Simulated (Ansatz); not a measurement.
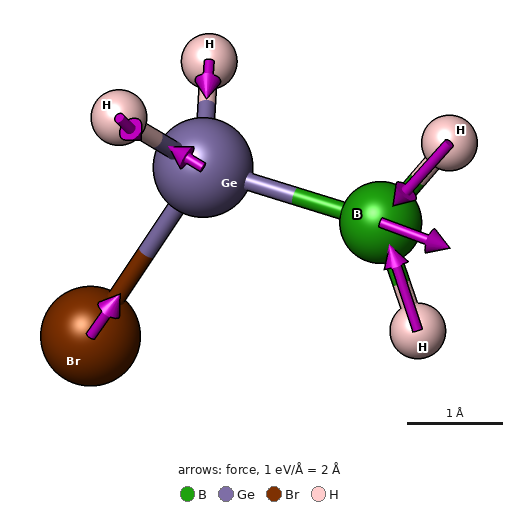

Starting geometry of BGeH$_{4}$Br with the computed forces as purple arrows. A ball-and-stick model, seen at a tilt.

The start comes from PBE-D4/def2-SVP.

Level of theory: RKS PBE0-D4/def2-TZVP in Ansatz.

Input file:
```yaml
crystal:
  periodic: [false, false, false]
  atoms:
    - {symbol: B, position_ang: [-1.066762, -0.117297, -0.729763]}
    - {symbol: Ge, position_ang: [0.615867, -0.104544, 0.456571]}
    - {symbol: Br, position_ang: [1.668480, 1.990277, 0.464364]}
    - {symbol: H, position_ang: [-1.694562, -1.154188, -0.832967]}
    - {symbol: H, position_ang: [-1.441903, 0.872854, -1.319305]}
    - {symbol: H, position_ang: [0.294185, -0.432243, 1.941314]}
    - {symbol: H, position_ang: [1.685796, -1.122958, -0.025914]}
basis:
  gaussian: {orbitals: def2-TZVP}
hamiltonian: {xc: pbe0, dispersion: d4}
relax: {f_tol: 0.005, max_steps: 150}
```

Command:
```bash
ansatz run in.yaml --threads 2 --pin off --events-out ev --progress --plain --max-ram 4352MiB
```

### What follows when this structure is relaxed?

It isn't relaxed: the largest force vector, on H4, is 0.50 eV/Å. The final displacements follow the starting forces only in part (cosine between the two patterns 0.70). The energy falls by 1.82 kJ/mol in 4 geometry steps. The largest force component goes from 0.42 to 0.0018 eV/Å. Br3 moves most after the best rigid fit: 0.035 Å. By element the largest moves are Br 0.035 Å, H 0.027 Å, Ge 0.011 Å, B 0.004 Å. Near-neighbour distances that change, for instance: B1–H4 1.217 → 1.195 Å, Ge2–Br3 2.344 → 2.323 Å, B1–H5 1.212 → 1.191 Å, Ge2–H6 1.554 → 1.539 Å. The run took 25 s on 2 threads of Arm Neoverse V1, on a shared host.
